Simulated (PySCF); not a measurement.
C4H10F2OSi (SMILES CO[SiH2]C[C@H](F)CF)

Input file:

```
{"job": {"kind": "nmr", "xc": "PBE0", "basis": "pcSseg-1"}, "charge": 0, "multiplicity": 1}
C      2.436013     0.917146    -0.422348
O      1.610339     0.353925     0.557077
Si     0.798564    -1.041369     0.623244
C     -0.644855    -1.217545    -0.631512
C     -1.384351     0.061465    -0.988701
F     -0.535089     0.932204    -1.651895
C     -1.932499     0.814275     0.222435
F     -2.862859     0.039711     0.862562
H      1.855464     1.192113    -1.304377
H      2.891619     1.812504     0.002640
H      3.222050     0.217754    -0.714457
H      0.314339    -0.936127     1.992178
H      1.660486    -2.202747     0.376058
H     -1.381262    -1.909392    -0.225092
H     -0.286540    -1.657088    -1.564576
H     -2.202802    -0.142566    -1.694995
H     -1.134552     1.034916     0.936391
H     -2.432824     1.737137    -0.089785
```

Command:

```sh
OMP_NUM_THREADS=1 python probes_run.py task.json out
```

Geometry: GFN2-xTB.

Level of theory: PySCF 2.14.0, PBE0/pcSseg-1, SCF density, gas phase, non-relativistic.

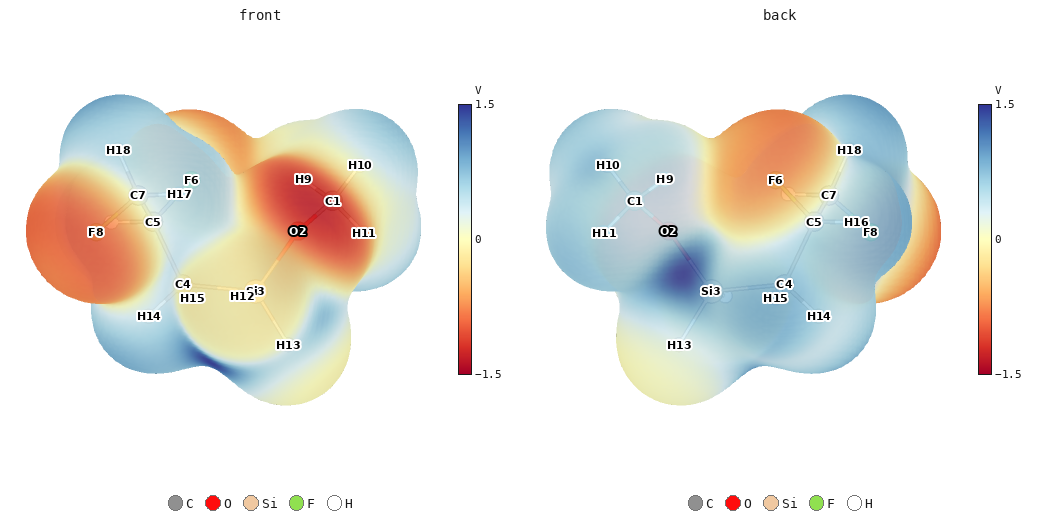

Figure 1. The molecular electrostatic potential painted on the density surface at 0.002 e/bohr³, seen from the front and from behind; the colour scale runs from red (negative) to blue (positive).

Q: Describe the electrostatic potential map.

A: The most negative region (about −1.3 V) lies over O2, the most positive (about +1.4 V) over Si3. O2 is the likeliest acceptor of a hydrogen bond.

Q: How polar is the molecule by this calculation?

A: Its dipole moment is 1.48 D.

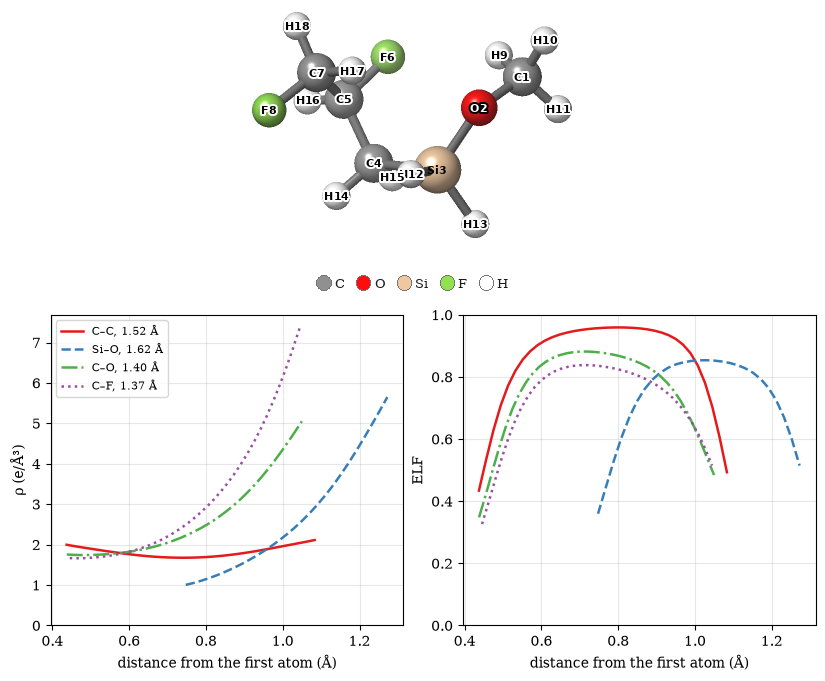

Figure 2. Electron density and ELF along straight lines between neighbouring atoms. The curves leave out the atomic cores. The structure is drawn too.

Q: Compare the contacts.

A: C–C (1.52 Å): the density is about 1.7 e/Å³ at the midpoint; the ELF peaks at about 0.95 between the atoms, as expected for a covalent bond.
Si–O (1.62 Å): ρ is about 1.2 e/Å³ halfway; the ELF peaks at about 0.85 between the atoms (a polar covalent bond).
C–O (1.40 Å): ρ at the midpoint is about 2 e/Å³, with its minimum of 1.7 e/Å³ about 0.5 Å from C; the ELF peaks at about 0.90 between the atoms, as expected for a shared but strongly polarised pair.
C–F (1.37 Å): ρ at the midpoint is about 2.1 e/Å³, with its minimum of 1.7 e/Å³ about 0.5 Å from C; the ELF peaks at about 0.85 between the atoms, as expected for a shared but strongly polarised pair.
